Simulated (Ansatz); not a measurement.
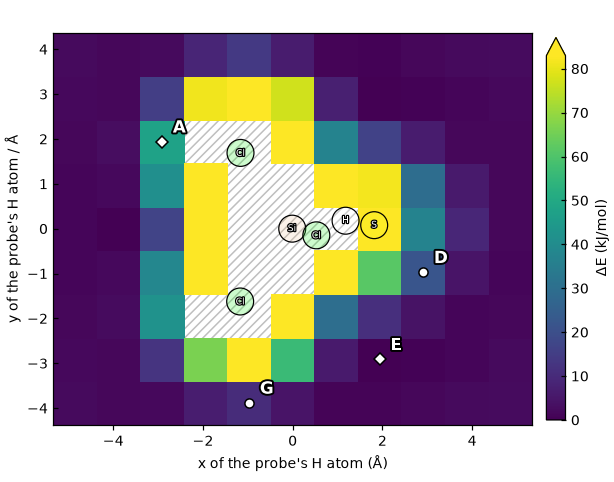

Cl₃HSSi (SMILES S[Si](Cl)(Cl)Cl) with the probe H. The probe is moved over the molecule's main plane. The first coordinate is: x of the probe's H atom; the second: y of the probe's H atom. Nothing is relaxed (molecule and probe rigid). The scan uses an 11 × 9 grid. At 11 points there is no value (left out of the scan, as a rule where atoms come close). Energies: kJ/mol, counted from the lowest grid point. Energies and slopes of some neighbouring points disagree (a jump in structure or state, or too coarse a mesh). These are results of UKS PBE-D4/def2-SVP (Ansatz), not measurements.

In the figure: one coloured cell a grid point, labelled circles for the molecule's atoms, projected on the plane, one colour for all values above the top of the scale, hatched blanks where no value was computed, lettered points.

Rank the lettered points by energy, lowest first.

E (0 kJ/mol), G (10 kJ/mol), D (22 kJ/mol), A (48 kJ/mol).
